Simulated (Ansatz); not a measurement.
## Electronic structure of C$_{4}$H$_{5}$BrF$_{2}$Si in real space

Input

```
crystal:
  periodic: [false, false, false]
  atoms:
    - {symbol: C, position_ang: [-0.027007, -0.127359, 1.671210]}
    - {symbol: C, position_ang: [0.047084, 1.001308, 0.755550]}
    - {symbol: C, position_ang: [0.133593, 1.910643, -0.044289]}
    - {symbol: C, position_ang: [0.230464, 3.004979, -0.981968]}
    - {symbol: Br, position_ang: [1.027590, 2.463089, -2.726656]}
    - {symbol: F, position_ang: [2.523443, -1.296264, 1.137240]}
    - {symbol: F, position_ang: [0.637728, -2.848958, 2.023276]}
    - {symbol: Si, position_ang: [0.940962, -1.605014, 1.031777]}
    - {symbol: H, position_ang: [0.616617, -1.999593, -0.351856]}
    - {symbol: H, position_ang: [-1.073448, -0.447891, 1.826848]}
    - {symbol: H, position_ang: [0.376067, 0.134020, 2.666657]}
    - {symbol: H, position_ang: [-0.752878, 3.421629, -1.237461]}
    - {symbol: H, position_ang: [0.878246, 3.810528, -0.611424]}
basis:
  gaussian:
    orbitals: def2-SVPD
hamiltonian:
  xc: {name: PBE0}
output: {forces: true, orbitals: {seedname: orbitals}}
```

Command:

```sh
ansatz run input.yaml --threads 4 --pin off --max-ram 7830MiB --events-out events.jsonl --progress --plain --runs-dir runs
```

Geometry: B3LYP/def2-SVP.

The calculation used isolated molecule in a Gaussian basis; Kohn-Sham density functional theory, functional PBE0 in Ansatz.

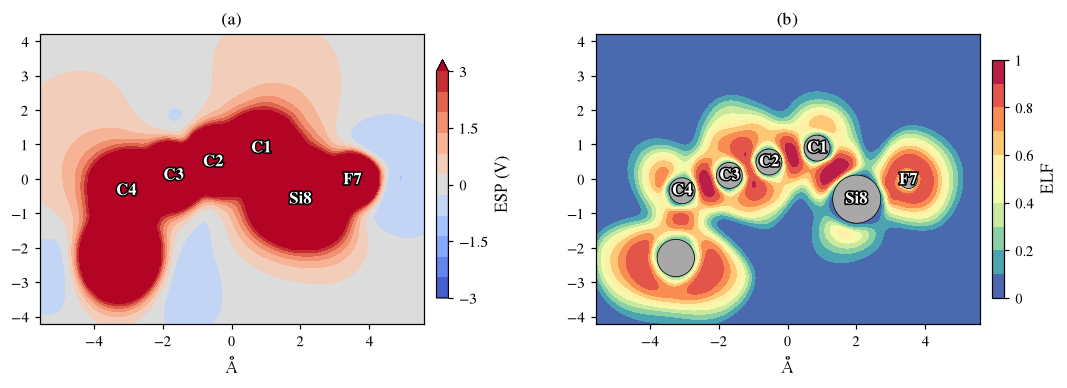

Figure 1. (a) molecular electrostatic potential; (b) ELF on the plane of atoms C2, C1 and Si8. Grey discs cover the atomic cores in the ELF map.

### Interpret the plot.

- The plane passes through C, F and Si nuclei.
- C–C (1.21 Å): the ELF peaks at about 0.85 between the atoms: a multiple bond.
- Si–F (1.62 Å): the ELF peaks at about 0.85 in the valence shell of F, 0.6 Å from its nucleus, and is about 0.45 at the midpoint.
- C–Si (1.88 Å): the ELF peaks at about 0.95 between the atoms: localised, covalent bonding.
- The ELF also peaks beside Br5 and F7, away from the bonds: lone-pair regions.
- Outside the dense part of the molecule the potential is most negative (−0.8 V) near F7.

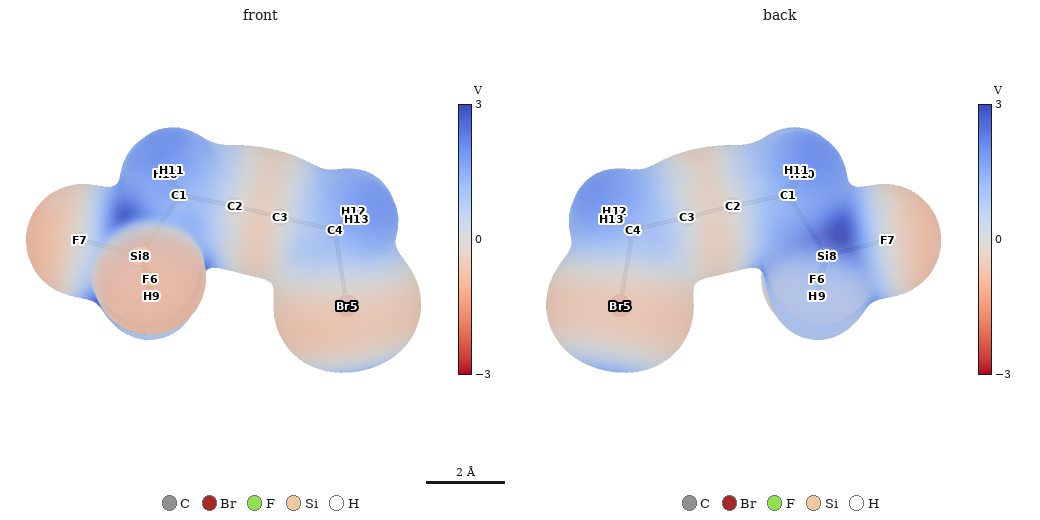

Figure 2. The molecular electrostatic potential painted on the density surface at 0.004 e/bohr³, seen from the front and from behind; red is negative and blue positive.

### Where is the surface potential most negative and most positive?

The most negative region (about −0.9 V) lies over F6, the most positive (about +2.8 V) over Si8. Br5 shows a σ-hole: about +1.2 V at the tip opposite its bond, against about −0.5 V on its flanks.

### How polar is the molecule by this calculation?

Its dipole moment is 2.75 D.

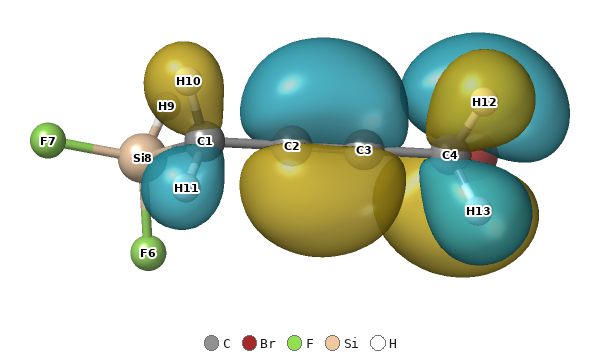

Figure 3. The HOMO−1 at ±0.06 Å⁻³ᐟ² (yellow and cyan are the two phases), seen from one side.

### What is the character of this orbital?

Its weight (Hirshfeld) is mainly on Br5 (about 40 %), C2 (about 20 %), C3 (about 20 %) and C4 (about 5 %). Its energy is −7.96 eV.
